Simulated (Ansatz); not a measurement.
# Calculations on C₂H₆B

**1. Relaxation**

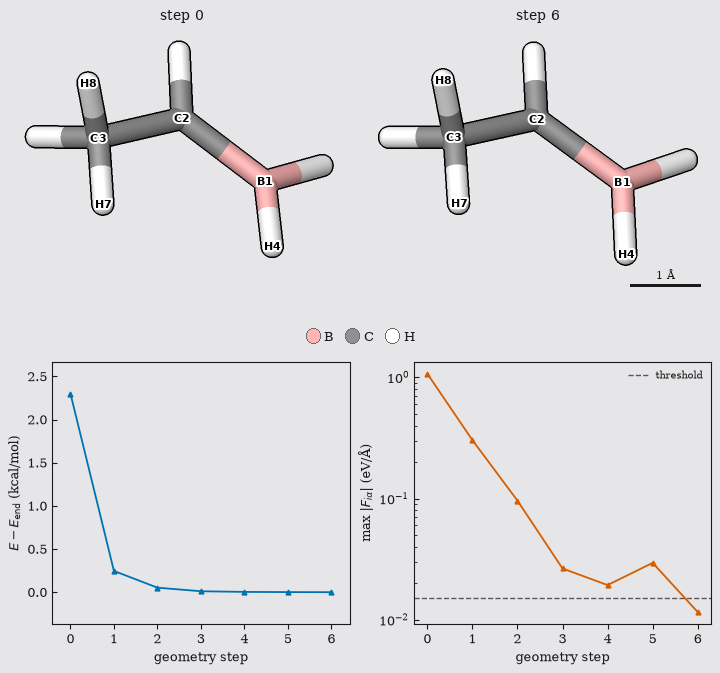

First and last geometry of a relaxation of C₂H₆B (multiplicity 2), with the history of the run. The picture is a stick view, seen at a tilt.

The run prepares an end point of a later path (torsion) calculation, from a guessed geometry.

All numbers below come from UKS PBE-D4/def2-SVP in Ansatz. Settings: collinear spin; force threshold 0.015 eV/Å; at most 40 steps.

What do the curves and the structures tell?

Answer. It converged. The atom that moves furthest after the best rigid fit is an H atom (0.16 Å). Largest moves by element: H 0.16 Å, C 0.03 Å, B 0.02 Å. Some distances before and after: B–H 1.174 → 1.221 Å, B–C 1.509 → 1.535 Å, C–H 1.086 → 1.109 Å, C–C 1.478 → 1.485 Å. The energy falls by 2.30 kcal/mol in 6 geometry steps. The largest force component goes from 1.1 to 0.012 eV/Å.

| step | E − E(0), kcal/mol | largest force component, eV/Å |
| --- | --- | --- |
| 0 | 0.00 | 1.0709 |
| 1 | -2.06 | 0.3032 |
| 2 | -2.25 | 0.0961 |
| 3 | -2.29 | 0.0265 |
| 4 | -2.30 | 0.0193 |
| 5 | -2.30 | 0.0295 |
| 6 | -2.30 | 0.0116 |

**2. Relaxation**

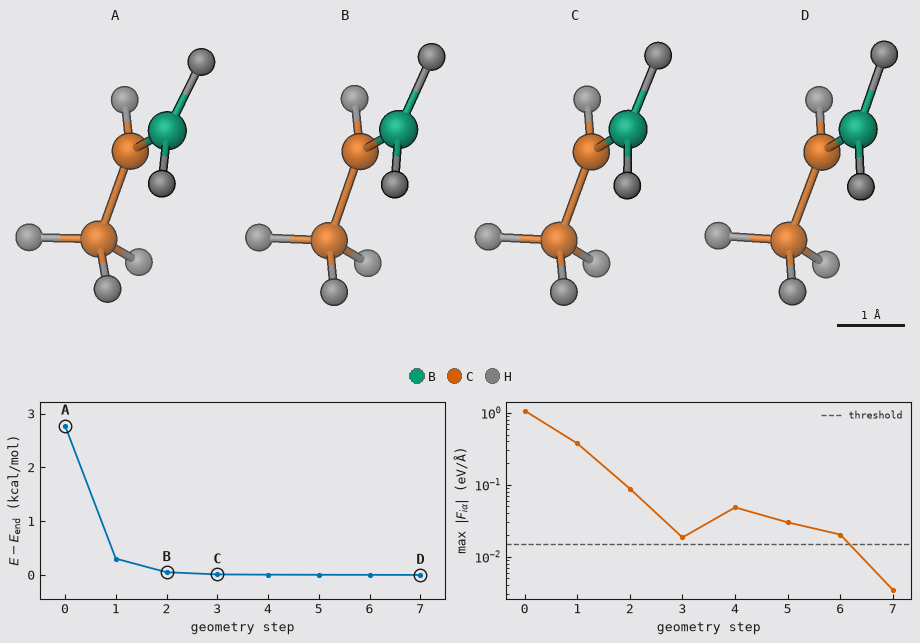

Frames of a relaxation of C₂H₆B (multiplicity 2), marked on the history of the run. Style: ball-and-stick. Shown from a free direction.

The run prepares an end point of a later path (torsion) calculation, from a guessed geometry.

All numbers below come from Ansatz 0.2.0, UKS PBE-D4/def2-SVP. Set-up: collinear spin; force threshold 0.015 eV/Å; at most 40 steps.

Q: What happens along the run?

A: After 7 geometry steps the energy has fallen by 2.78 kcal/mol. The largest force component goes from 1.1 to 0.0035 eV/Å. The atom that moves furthest after the best rigid fit is an H atom (0.17 Å). Largest moves by element: H 0.17 Å, C 0.03 Å, B 0.03 Å. Near-neighbour distances that change, for instance: B–H 1.174 → 1.221 Å, C–H 1.087 → 1.116 Å, B–C 1.509 → 1.535 Å, C–C 1.478 → 1.485 Å. Bond angles that change, for instance: H–C–H 109.2° → 104.0°, H–C–H 105.7° → 108.7°, C–C–H 110.5° → 113.1°. From step 0 to 2: an H atom moves most (0.08 Å), energy −2.72 kcal/mol. From step 2 to 3: an H atom moves most (0.06 Å), energy −0.04 kcal/mol. From step 3 to 7: an H atom moves most (0.06 Å), energy −0.01 kcal/mol.

```json
{"step": "0", "E − E(0), kcal/mol": "0.00", "largest force component, eV/Å": "1.0705"}
{"step": "1", "E − E(0), kcal/mol": "-2.47", "largest force component, eV/Å": "0.3758"}
{"step": "2", "E − E(0), kcal/mol": "-2.72", "largest force component, eV/Å": "0.0883"}
{"step": "3", "E − E(0), kcal/mol": "-2.77", "largest force component, eV/Å": "0.0186"}
{"step": "4", "E − E(0), kcal/mol": "-2.77", "largest force component, eV/Å": "0.0485"}
{"step": "5", "E − E(0), kcal/mol": "-2.77", "largest force component, eV/Å": "0.0301"}
{"step": "6", "E − E(0), kcal/mol": "-2.77", "largest force component, eV/Å": "0.0204"}
{"step": "7", "E − E(0), kcal/mol": "-2.78", "largest force component, eV/Å": "0.0035"}
```

**3. Path**

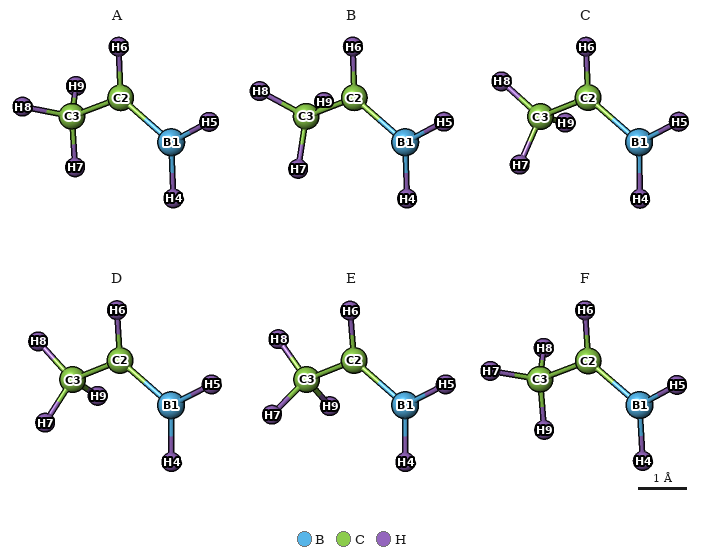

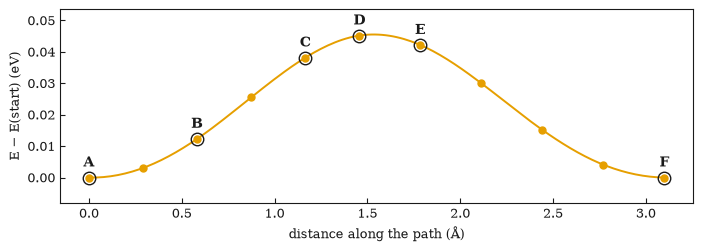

NEB run on C₂H₆B (multiplicity 2). Images are numbered from 0 (start) to 10 (end). Frames A to F are images 0, 2, 4, 5, 6, 10. The picture is a ball-and-stick view, seen from a free direction.

The calculation used UKS PBE-D4/def2-SVP (Ansatz 0.2.0). Settings: 9 movable images; climbing image; force threshold 0.05 eV/Å; iteration limit 60; starting path through a guess of the saddle point.

Q: Describe the mechanism and the energy profile.

A: The two ends have the same energy, and the highest point, image 5, lies 0.045 eV above the start. The motion is a rotation about the C2–C3 bond by about 120°. No bond forms or breaks between the ends. Among the angles between lasting bonds that change up to the highest image: H7–C3–H9 108.7° → 103.7°, H8–C3–H9 104.0° → 108.2°. The band converged in 6 iterations, with a climbing image at the top.
